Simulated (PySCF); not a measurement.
System: C5H9N2O (SMILES CC(C)C1=N[CH]NO1) (doublet).

Input

```
{"job": {"kind": "epr", "basis": "pcH-1"}, "charge": 0, "multiplicity": 2}
C     -1.362276     0.814794    -1.243169
C     -0.955682    -0.210014    -0.180902
C     -1.547184     0.170086     1.181616
C      0.521398    -0.287518    -0.088459
N      1.378368     0.665035     0.163317
C      2.578027     0.125192     0.179684
N      2.529942    -1.245964    -0.145021
O      1.148532    -1.525600    -0.261542
H     -0.978489     0.527830    -2.218881
H     -0.957886     1.789316    -0.983703
H     -2.445984     0.881661    -1.299345
H     -1.313483    -1.203127    -0.470000
H     -1.288540    -0.571813     1.933243
H     -1.155383     1.134040     1.494875
H     -2.630293     0.233177     1.112623
H      3.500806     0.635460     0.336472
H      2.971129    -1.920524     0.479284
```

Command:

```sh
OMP_NUM_THREADS=1 python probes_run.py task.json out
```

Geometry: GFN2-xTB.

Computed with UKS B3LYP, pcH-1 on C H N O, non-relativistic, mean-field spin-orbit, GIAO (PySCF).

What will maps of the electron density, electron localisation function and spin density show?

Answer. C–N (1.31 Å): ρ is about 2.6 e/Å³ halfway; the ELF peaks at about 0.90 between the atoms (localised, covalent bonding).
C–O (1.40 Å): ρ at the midpoint is about 2.1 e/Å³, with its minimum of 1.8 e/Å³ about 0.5 Å from C; the ELF peaks at about 0.90 between the atoms (a shared but strongly polarised pair).
N–O (1.41 Å): ρ is about 2.1 e/Å³ halfway; the ELF peaks at about 0.85 between the atoms; a shared electron pair.
C–C (1.48 Å): ρ is about 1.8 e/Å³ halfway; the ELF peaks at about 0.95 between the atoms (localised, covalent bonding).
The unpaired spin (1 electron) lies mostly on C6 (about 0.4), C4 (about 0.3), N7 (about 0.2) and O8 (about 0.1), in electrons by Hirshfeld's partition.

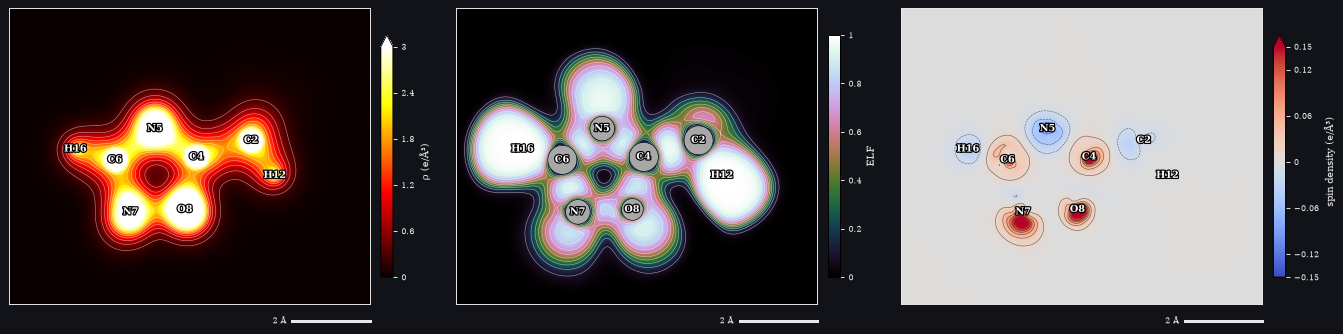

Computed electron density, electron localisation function and spin density on the plane of atoms C4, C2 and H12, in this order. Grey discs cover the atomic cores in the ELF map. 
